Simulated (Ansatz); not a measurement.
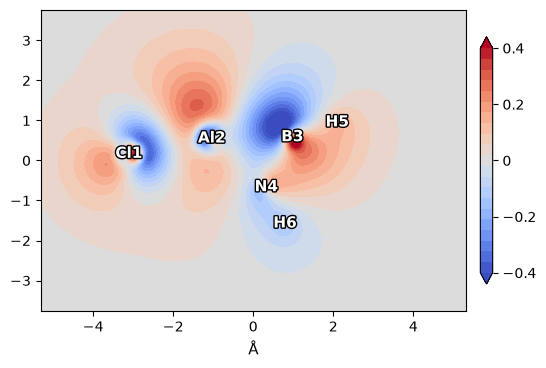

*AlBClH2N. The LUMO on the molecular plane (values in Å⁻³ᐟ²; the overall sign is arbitrary).*

Theory: Ansatz, UKS B3LYP-D4/6-31G*.

Input file:

```
crystal:
  periodic: [false, false, false]
  atoms:
    - { symbol: Cl, position_ang: [-1.4646, -2.8591, 0.2871] }
    - { symbol: Al, position_ang: [-0.3384, -0.9498, 0.1654] }
    - { symbol: B, position_ang: [0.6658, 0.6588, -0.7041] }
    - { symbol: "N", position_ang: [0.4701, 0.5946, 0.8359] }
    - { symbol: H, position_ang: [1.1053, 1.2356, -1.6503] }
    - { symbol: H, position_ang: [-0.3961, 1.256, 1.0198] }
magnetization:
  spin_polarized: true
basis:
  gaussian: { orbitals: "6-31G*" }
hamiltonian:
  xc: b3lyp
  dispersion: d4
relax:
  f_tol: 0.02
  max_steps: 50
output:
  orbitals: {}
```

Run with:

```sh
ansatz run input.yaml --threads 2 --pin off --max-ram 3072MiB --backend cpu --events-out ev --progress --plain --runs-dir out
```

The fields are those of the relaxed geometry.

Describe this orbital and give its energy.

Answer. It lies mainly on Al2 (about 50 %), B3 (about 25 %) and Cl1 (about 15 %); it is symmetric in the molecular plane (an in-plane orbital: σ, lone-pair or in-plane π type). Its energy is −1.45 eV.
